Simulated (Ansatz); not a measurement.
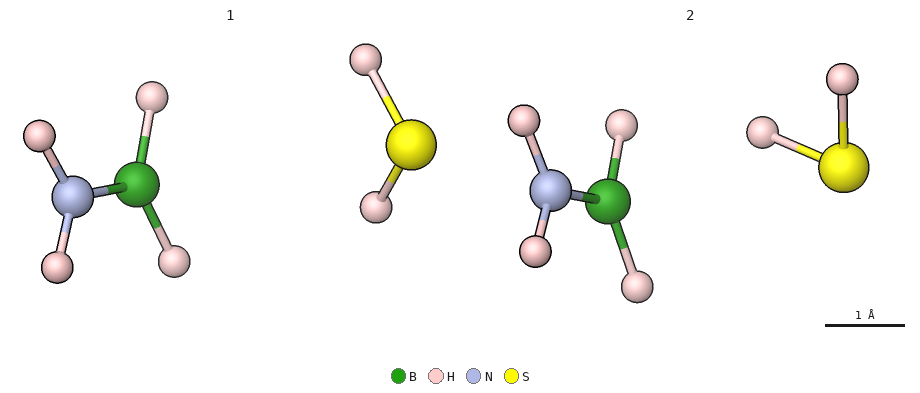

Two geometries of BNH6S, drawn at one scale. One is the start of a relaxation, the other its converged end. Style: ball-and-stick. Shown from a free direction.

These are results of RKS PBE0/def2-SVP in Ansatz, not measurements. Set-up: no spin polarisation; force threshold 0.03 eV/Å; at most 50 steps.

> Which one is relaxed?

Structure 1 is the relaxed one. The run prepares an end point of a later path (reaction) calculation, from a guessed geometry. An H atom moves most after the best rigid fit: 1.35 Å. By element the largest moves are H 1.35 Å, S 0.59 Å, B 0.27 Å, N 0.24 Å. Among the contacts that change: H–S 1.379 → 1.349 Å, B–H 1.202 → 1.211 Å. The energy falls by 2.51 kcal/mol in 25 accepted moves (30 points after the start). The largest force component goes from 0.73 to 0.0059 eV/Å. The line search rejected the trial steps at points 7, 12, 16, 24, 26 of the run. The forces were under the threshold at step 6, but the run went on from there.
